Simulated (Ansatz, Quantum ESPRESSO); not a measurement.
# SrLiH3 (Pm-3m): modes at Γ and the response to a field

Which modes does SrLiH3 (Pm-3m) have at the zone centre?

Calculated with Quantum ESPRESSO 7.5; DFT PBE, scalar-relativistic, plane waves, JTH PAW pseudopotentials.

## Step 1: Set-up

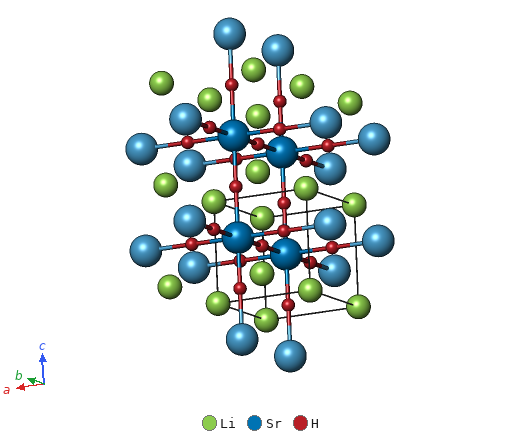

The starting structure, seen from a free direction (lithium green, strontium blue, hydrogen red). 1×2×2 cells are drawn. Some periodic images of atoms are drawn too.

As a file:

```cif
data_structure
_symmetry_space_group_name_H-M 'Pm-3m'
_symmetry_Int_Tables_number 221
_cell_length_a 4.6308
_cell_length_b 4.6308
_cell_length_c 4.6308
_cell_angle_alpha 90.000
_cell_angle_beta 90.000
_cell_angle_gamma 90.000
_cell_volume 99.30
loop_
_atom_site_label
_atom_site_type_symbol
_atom_site_symmetry_multiplicity
_atom_site_Wyckoff_symbol
_atom_site_fract_x
_atom_site_fract_y
_atom_site_fract_z
_atom_site_occupancy
Li1 Li 1 a 0.00000 0.00000 0.00000 1
Sr1 Sr 1 b 0.50000 0.50000 0.50000 1
H1 H 3 c 0.00000 0.50000 0.50000 1
```

## Step 2: A first look

A cheap run with smearing and empty bands tells whether the crystal has a gap, which decides between fixed occupations and smearing later on.

Contents of probe.in:

```
 &control
    calculation='scf',
    prefix='x',
    outdir='./tmp',
    pseudo_dir='./pseudo',
    tprnfor=.true.,
    tstress=.true.,
    verbosity='high',
 /
 &system
    ibrav=1,
    celldm(1)=8.75092673,
    nat=5,
    ntyp=3,
    ecutwfc=50.0,
    ecutrho=250.0,
    occupations='smearing',
    smearing='gaussian',
    degauss=0.01,
 /
 &electrons
    conv_thr=1.0d-07,
    mixing_beta=0.7,
    electron_maxstep=100,
 /
ATOMIC_SPECIES
 Li      6.9400  Li.upf
 Sr     87.6200  Sr.upf
 H       1.0080  H.upf
ATOMIC_POSITIONS crystal
 Li     0.000000000   0.000000000   0.000000000
 Sr     0.500000000   0.500000000   0.500000000
 H      0.000000000   0.500000000   0.500000000
 H      0.500000000   0.000000000   0.500000000
 H      0.500000000   0.500000000   0.000000000
K_POINTS automatic
 4 4 4 0 0 0
```

Started as:

```bash
OMP_NUM_THREADS=1 mpirun -n 4 pw.x -nk 4 -in probe.in > probe.out
```

Output:

```text
[banners, grids, parts of the stress and lines that vanish by symmetry left out]
Program PWSCF v.7.5
     file Li.upf: wavefunction(s)  1S 2S 0S 2P 0P renormalized
     file Sr.upf: wavefunction(s)  5S 0P 4D 0D renormalized
[...]
kinetic-energy cutoff     =      50.0000  Ry
     charge density cutoff     =     250.0000  Ry
     scf convergence threshold =      1.0E-07
[...]
Exchange-correlation= SLA PW PBX PBC
                           (   1   4   3   4   0   0   0)
[...]
48 Sym. Ops., with inversion, found
[...]
(     0          1          0      )
                  (     0          0          1      )
[...]
(  0.0000000  1.0000000  0.0000000 )
                  (  0.0000000  0.0000000  1.0000000 )
[...]
(     0         -1          0      )
                  (     0          0          1      )
[...]
( -1.0000000  0.0000000  0.0000000 )
                  (  0.0000000  1.0000000  0.0000000 )
[...]
number of k points=    10  Gaussian smearing, width (Ry)=  0.0100
[...]
End of self-consistent calculation
[...]
the Fermi energy is     1.5046 ev
!    total energy              =    -278.80822137 Ry
[...]
convergence has been achieved in   6 iterations
[...]
atom    1 type  1   force =     0.00000000    0.00000000    0.00000000
     atom    2 type  2   force =     0.00000000    0.00000000    0.00000000
     atom    3 type  3   force =     0.00000000    0.00000000    0.00000000
     atom    4 type  3   force =     0.00000000    0.00000000    0.00000000
     atom    5 type  3   force =     0.00000000    0.00000000    0.00000000
[...]
Total force =     0.000000     Total SCF correction =     0.000000
[...]
total   stress  (Ry/bohr**3)                   (kbar)     P=        1.02
[...]
XML data file, charge density, pseudopotentials, collected wavefunctions

   JOB DONE.
```

Wall time 5.1 s (4 MPI ranks of Arm Neoverse V1, shared host).

This step gave:

```yaml
volume_per_atom: 19.86 Å³
pressure: 0.1020 GPa
gap_on_the_k_mesh: 1.837 eV
```

A gap of 1.8 eV opens on this mesh, so the crystal is taken as an insulator; the start stands at 0.10 GPa.

## Step 3: Relaxation

The harmonic expansion starts where the forces on the atoms vanish, and stress shifts the frequencies, so cell and atoms are relaxed with tight thresholds.

Contents of relax.in:

```
 &control
    calculation='vc-relax',
    prefix='x',
    outdir='./tmp',
    pseudo_dir='./pseudo',
    tprnfor=.true.,
    tstress=.true.,
    forc_conv_thr=2.0d-05,
    etot_conv_thr=1.0d-07,
    nstep=40,
 /
 &system
    ibrav=1,
    celldm(1)=8.75092673,
    nat=5,
    ntyp=3,
    ecutwfc=50.0,
    ecutrho=250.0,
    occupations='fixed',
    nbnd=10,
 /
 &electrons
    conv_thr=1.0d-11,
    mixing_beta=0.7,
    electron_maxstep=100,
 /
 &ions
 /
 &cell
    press_conv_thr=0.1,
 /
ATOMIC_SPECIES
 Li      6.9400  Li.upf
 Sr     87.6200  Sr.upf
 H       1.0080  H.upf
ATOMIC_POSITIONS crystal
 Li     0.000000000   0.000000000   0.000000000
 Sr     0.500000000   0.500000000   0.500000000
 H      0.000000000   0.500000000   0.500000000
 H      0.500000000   0.000000000   0.500000000
 H      0.500000000   0.500000000   0.000000000
K_POINTS automatic
 6 6 6 0 0 0
```

Started as:

```bash
OMP_NUM_THREADS=1 mpirun -n 4 pw.x -nk 4 -in relax.in > relax.out
```

Output:

```text
[banners, grids, parts of the stress and lines that vanish by symmetry left out]
[banner, memory and clock lines left out]
Program PWSCF v.7.5

[...]
kinetic-energy cutoff     =      50.0000  Ry
     charge density cutoff     =     250.0000  Ry
     scf convergence threshold =      1.0E-11
[...]
energy convergence thresh.=      1.0E-07
     force convergence thresh. =      2.0E-05
     press convergence thresh. =      1.0E-01
     Exchange-correlation= SLA PW PBX PBC
                           (   1   4   3   4   0   0   0)
[...]
48 Sym. Ops., with inversion, found
[...]
number of k points=    20
[...]
End of self-consistent calculation
[...]
highest occupied, lowest unoccupied level (ev):     0.5953    2.4324
!    total energy              =    -278.80818306 Ry
[...]
convergence has been achieved in  10 iterations
[...]
atom    1 type  1   force =     0.00000000    0.00000000    0.00000000
     atom    2 type  2   force =     0.00000000    0.00000000    0.00000000
     atom    3 type  3   force =     0.00000000    0.00000000    0.00000000
     atom    4 type  3   force =     0.00000000    0.00000000    0.00000000
     atom    5 type  3   force =     0.00000000    0.00000000    0.00000000
     Total force =     0.000000     Total SCF correction =     0.000000
[...]
total   stress  (Ry/bohr**3)                   (kbar)     P=        0.96
[...]
number of bfgs steps    =   0
[...]
CELL_PARAMETERS (alat=  8.75092673)
[...]
ATOMIC_POSITIONS (crystal)
Li               0.0000000000        0.0000000000        0.0000000000
Sr               0.5000000000        0.5000000000        0.5000000000
H                0.0000000000        0.5000000000        0.5000000000
H                0.5000000000        0.0000000000        0.5000000000
[...]
New effective cutoffs (rho, wfc):  249.43   49.98
[...]
End of self-consistent calculation
[...]
highest occupied, lowest unoccupied level (ev):     0.5926    2.4304
!    total energy              =    -278.80818509 Ry
[...]
convergence has been achieved in   5 iterations
[...]
atom    1 type  1   force =     0.00000000    0.00000000    0.00000000
     atom    2 type  2   force =     0.00000000    0.00000000    0.00000000
     atom    3 type  3   force =     0.00000000    0.00000000    0.00000000
     atom    4 type  3   force =     0.00000000    0.00000000    0.00000000
     atom    5 type  3   force =     0.00000000    0.00000000    0.00000000
     Total force =     0.000000     Total SCF correction =     0.000000
[...]
total   stress  (Ry/bohr**3)                   (kbar)     P=        0.86
[...]
number of bfgs steps    =   1
[...]
WARNING: bfgs curvature condition failed, Theta= 0.900
[...]
CELL_PARAMETERS (alat=  8.75092673)
[...]
ATOMIC_POSITIONS (crystal)
[...]
New effective cutoffs (rho, wfc):  249.34   49.96
[...]
End of self-consistent calculation
[...]
highest occupied, lowest unoccupied level (ev):     0.5896    2.4282
!    total energy              =    -278.80818705 Ry
[...]
convergence has been achieved in   8 iterations
[...]
atom    1 type  1   force =     0.00000000    0.00000000    0.00000000
     atom    2 type  2   force =     0.00000000    0.00000000    0.00000000
     atom    3 type  3   force =     0.00000000    0.00000000    0.00000000
[...]
total   stress  (Ry/bohr**3)                   (kbar)     P=        0.56
[...]
number of bfgs steps    =   3
[...]
CELL_PARAMETERS (alat=  8.75092673)
[...]
ATOMIC_POSITIONS (crystal)
[...]
New effective cutoffs (rho, wfc):  249.01   49.89
[...]
End of self-consistent calculation
[...]
highest occupied, lowest unoccupied level (ev):     0.5784    2.4200
!    total energy              =    -278.80819182 Ry
[...]
convergence has been achieved in   9 iterations
[...]
Total force =     0.000000     Total SCF correction =     0.000000
[...]
total   stress  (Ry/bohr**3)                   (kbar)     P=        0.30
[...]
number of bfgs steps    =   4
[...]
CELL_PARAMETERS (alat=  8.75092673)
[...]
ATOMIC_POSITIONS (crystal)
[...]
New effective cutoffs (rho, wfc):  248.78   49.84
[...]
End of self-consistent calculation
[...]
highest occupied, lowest unoccupied level (ev):     0.5709    2.4145
!    total energy              =    -278.80819275 Ry
[...]
convergence has been achieved in  10 iterations
[...]
Total force =     0.000000     Total SCF correction =     0.000000
[...]
total   stress  (Ry/bohr**3)                   (kbar)     P=        0.00
[...]
number of bfgs steps    =   5
[...]
small trust_radius: resetting bfgs history
[...]
CELL_PARAMETERS (alat=  8.75092673)
[...]
ATOMIC_POSITIONS (crystal)
[...]
New effective cutoffs (rho, wfc):  248.78   49.84
[...]
End of self-consistent calculation
[...]
highest occupied, lowest unoccupied level (ev):     0.5709    2.4144
!    total energy              =    -278.80819275 Ry
[...]
convergence has been achieved in   1 iterations
[...]
atom    3 type  3   force =     0.00000000    0.00000000    0.00000000
     atom    4 type  3   force =     0.00000000    0.00000000    0.00000000
     atom    5 type  3   force =     0.00000000    0.00000000    0.00000000
     Total force =     0.000000     Total SCF correction =     0.000000
[...]
total   stress  (Ry/bohr**3)                   (kbar)     P=        0.00
[...]
bfgs converged in   7 scf cycles and   6 bfgs steps
[...]
End of BFGS Geometry Optimization
     Final enthalpy           =    -278.8081927507 Ry
     File ./tmp/x.bfgs deleted, as requested
[...]
CELL_PARAMETERS (alat=  8.75092673)
[...]
ATOMIC_POSITIONS (crystal)
[...]
H                0.5000000000        0.0000000000        0.5000000000
H                0.5000000000        0.5000000000        0.0000000000
[...]
Final scf calculation at the relaxed structure.
[...]
kinetic-energy cutoff     =      50.0000  Ry
     charge density cutoff     =     250.0000  Ry
     scf convergence threshold =      1.0E-13
[...]
press convergence thresh. =      1.0E-01
     Exchange-correlation= SLA PW PBX PBC
                           (   1   4   3   4   0   0   0)
[...]
48 Sym. Ops., with inversion, found
[...]
number of k points=    20
[...]
End of self-consistent calculation
[...]
highest occupied, lowest unoccupied level (ev):     0.5708    2.4142
!    total energy              =    -278.80820820 Ry
[...]
convergence has been achieved in  14 iterations
[...]
atom    1 type  1   force =     0.00000000    0.00000000    0.00000000
     atom    2 type  2   force =     0.00000000    0.00000000    0.00000000
     atom    3 type  3   force =     0.00000000    0.00000000    0.00000000
     atom    4 type  3   force =     0.00000000    0.00000000    0.00000000
     atom    5 type  3   force =     0.00000000    0.00000000    0.00000000
     Total force =     0.000000     Total SCF correction =     0.000000
[...]
total   stress  (Ry/bohr**3)                   (kbar)     P=       -0.00
[...]
XML data file, charge density, pseudopotentials, collected wavefunctions
```

The job ended after 47 s (4 MPI ranks).

Relaxation path:

```csv
step,energy less that of the first step (eV),largest force (eV/Å),pressure (GPa),volume (Å³)
1,0.0000,0.0000,0.10,99.30
2,0.0000,0.0000,0.09,99.35
3,-0.0001,0.0000,0.07,99.41
4,-0.0001,0.0000,0.06,99.49
5,-0.0001,0.0000,0.03,99.61
6,-0.0001,0.0000,0.00,99.74
7,-0.0001,0.0000,0.00,99.74
8,-0.0003,0.0000,0.00,99.74
```

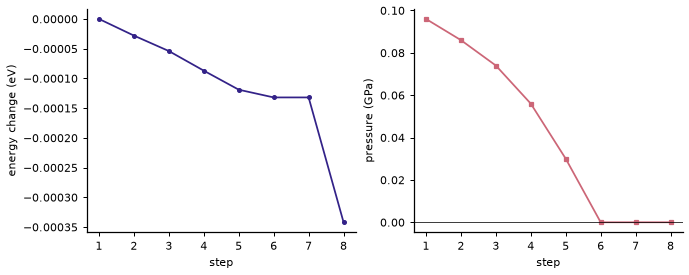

Energy and pressure along the relaxation.

```csv
"conventional cell, symmetrised",before,after,change
a (Å),4.631,4.638,+0.1 %
b (Å),4.631,4.638,+0.1 %
c (Å),4.631,4.638,+0.1 %
volume (Å³/atom),19.86,19.95,+0.4 %
```

Final coordinates:

```xyz
5
Lattice="4.6376 0.0000 0.0000 0.0000 4.6376 0.0000 0.0000 0.0000 4.6376" Properties=species:S:1:pos:R:3 pbc="T T T"
Li    0.0000    0.0000    0.0000
Sr    2.3188    2.3188    2.3188
H     0.0000    2.3188    2.3188
H     2.3188    0.0000    2.3188
H     2.3188    2.3188    0.0000
```

The last row of the table of steps is pw.x's closing run on a basis chosen anew for the final cell, so its energy can jump.

Numbers from this step:

```yaml
volume_per_atom: 19.95 Å³
pressure: 0 GPa
gap_on_the_k_mesh: 1.843 eV
```

The volume changes by +0.4 % from the cell with which this run began.

## Step 4: Ground state

Perturbation theory inherits every error of the wavefunctions, so the threshold is set near the limit of the arithmetic. With a gap, occupations are fixed, which also allows the response to an electric field.

Contents of scf.in:

```
 &control
    calculation='scf',
    prefix='x',
    outdir='./tmp',
    pseudo_dir='./pseudo',
    tprnfor=.true.,
    tstress=.true.,
 /
 &system
    ibrav=1,
    celldm(1)=8.76385129,
    nat=5,
    ntyp=3,
    ecutwfc=50.0,
    ecutrho=250.0,
    occupations='fixed',
    nbnd=10,
 /
 &electrons
    conv_thr=1.0d-12,
    mixing_beta=0.7,
    electron_maxstep=100,
 /
ATOMIC_SPECIES
 Li      6.9400  Li.upf
 Sr     87.6200  Sr.upf
 H       1.0080  H.upf
ATOMIC_POSITIONS crystal
 Li     0.000000000   0.000000000   0.000000000
 Sr     0.500000000   0.500000000   0.500000000
 H      0.000000000   0.500000000   0.500000000
 H      0.500000000   0.000000000   0.500000000
 H      0.500000000   0.500000000   0.000000000
K_POINTS automatic
 6 6 6 0 0 0
```

Started as:

```bash
OMP_NUM_THREADS=1 mpirun -n 4 pw.x -nk 4 -in scf.in > scf.out
```

Output:

```text
[banners, grids, parts of the stress and lines that vanish by symmetry left out]
[banner, memory and clock lines left out]
Program PWSCF v.7.5

[...]
kinetic-energy cutoff     =      50.0000  Ry
     charge density cutoff     =     250.0000  Ry
     scf convergence threshold =      1.0E-12
[...]
Exchange-correlation= SLA PW PBX PBC
                           (   1   4   3   4   0   0   0)
[...]
48 Sym. Ops., with inversion, found
[...]
number of k points=    20
[...]
End of self-consistent calculation
[...]
highest occupied, lowest unoccupied level (ev):     0.5708    2.4142
!    total energy              =    -278.80820820 Ry
[...]
convergence has been achieved in  11 iterations
[...]
atom    1 type  1   force =     0.00000000    0.00000000    0.00000000
     atom    2 type  2   force =     0.00000000    0.00000000    0.00000000
     atom    3 type  3   force =     0.00000000    0.00000000    0.00000000
     atom    4 type  3   force =     0.00000000    0.00000000    0.00000000
     atom    5 type  3   force =     0.00000000    0.00000000    0.00000000
     Total force =     0.000000     Total SCF correction =     0.000000
[...]
total   stress  (Ry/bohr**3)                   (kbar)     P=       -0.00
[...]
XML data file, charge density, pseudopotentials, collected wavefunctions
```

Wall time 8.4 s (4 MPI ranks); 33 s of CPU time.

The cell stands at 0 GPa, close enough for phonons.

(Continued in part 2 of 3.)

[Host names and launcher messages were left out of these logs when they were recorded.]

[Logs are printed without paths, hosts, clocks, repeated set-up lines and the standing remarks that a program may print on its own settings, such as how far it seeks lower states.]

[Hosts, paths, dates, database ids (printed as entryN), source tags and the programs' standing remarks are cut or masked in the printed files.]
